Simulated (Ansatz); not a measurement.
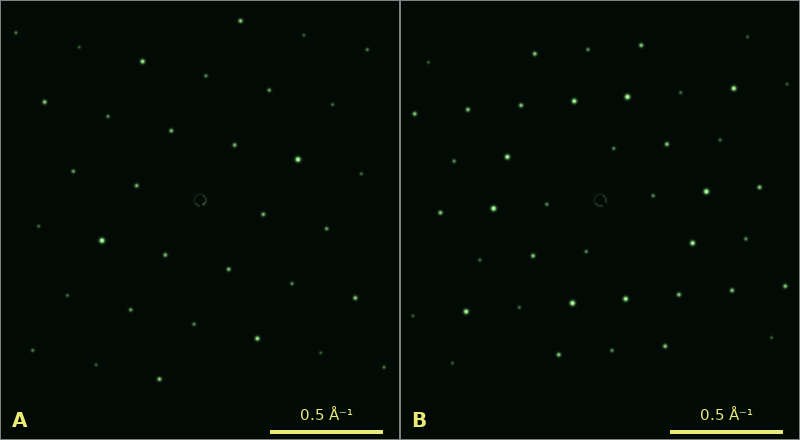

Kinematic electron diffraction patterns (200 kV, B = 0.5 Å², same scale, each along a low-index zone) of two structures of composition Cu2Cl, each relaxed at zero pressure with DFT PBE, scalar-relativistic, plane waves, PAW in Ansatz. The runs are not spin-polarised.

The structures (standard cells):
1. Fm-3m (No. 225), a = 5.928 Å, 12 atoms; generated start, possibly hypothetical
2. Fd-3m (No. 227), a = 7.214 Å, 24 atoms; generated start, possibly hypothetical

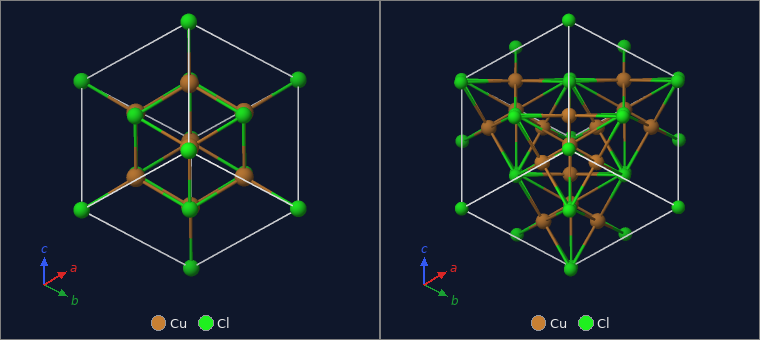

Drawings of the structures 1 to 2, from left to right (each may span several cells).

Which pattern belongs to which structure, and along which zone?

A is structure 1 along [110] or an equivalent direction: centred rectangular net of -1 1 -1 at d = 3.42 Å and -1 1 1 at d = 3.42 Å, 70.5° apart. B is structure 2 along [110] or an equivalent direction: centred rectangular net of -1 1 -1 at d = 4.16 Å and -1 1 1 at d = 4.16 Å, 70.5° apart (some points of this net are extinct or too weak to see).

Which structure lies lowest at this level of theory, and by how much?

Structure 2 (Fd-3m, 15.64 Å³ an atom) is the lowest of these; structure 1 (Fm-3m, 17.36 Å³ an atom) lies about 150 meV an atom higher. These are static energies at 0 K; other structures, not shown, may lie lower still.
